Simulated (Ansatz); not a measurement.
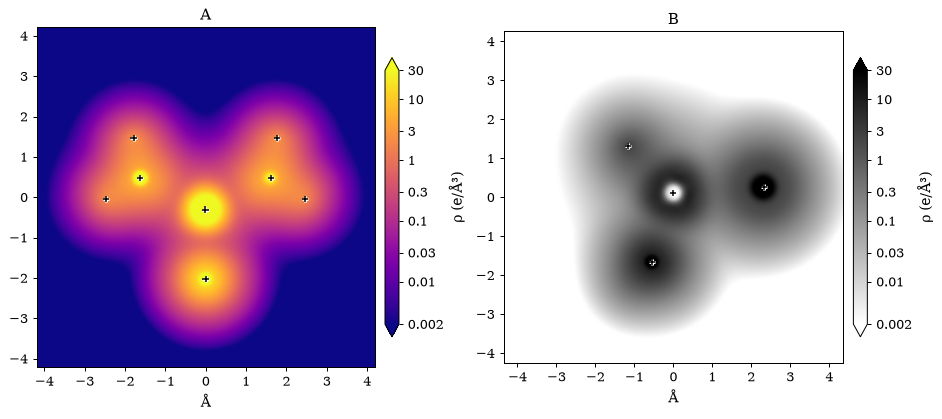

The electron density of 2 systems, each on a plane through atoms (crosses mark nuclei in the plane).

Level of theory: RHF/def2-SVP (Ansatz).

System 1: FGaH4N2···HCl, the plane of atoms N3, Ga1 and F9. Not at a stationary point (largest force 1.4 eV/Å).

```xyz
10

Ga    0.0211    0.6072   -0.5981
Cl    0.0164    0.2354    2.8232
N     1.6345   -0.0536   -1.0565
H     1.7815   -0.9259   -1.5220
H     2.4933    0.3333   -0.7207
N    -1.6085    0.0030   -1.0762
H    -1.7834   -0.8735   -1.5240
H    -2.4573    0.4374   -0.7743
F     0.0391    2.0960    0.2852
H     0.0197    1.4518    2.3031
```

System 2: ClH5OW, the plane of atoms O2, W1 and Cl7. Core potentials replace the inner electrons of W.

```csv
atom,x (Å),y (Å),z (Å)
W,0.1120,-0.2865,0.1802
O,-0.3299,-0.2399,1.9953
H,-1.0695,0.0642,2.4989
H,1.6521,0.3858,0.1209
H,0.2789,1.1522,-0.6477
H,-1.2079,0.7035,0.1121
Cl,0.4296,-2.4768,-0.5358
H,-0.7748,-0.2540,-1.2267
```

Which map belongs to which system?

Answer. Panel A is system 1, FGaH4N2···HCl: the plane holds Ga, N, H and F. Ga–F (1.73 Å): ρ is about 0.86 e/Å³ halfway. Panel B is system 2, ClH5OW: the plane holds W, O, H and Cl. W–O (1.87 Å): ρ is about 1.1 e/Å³ halfway.
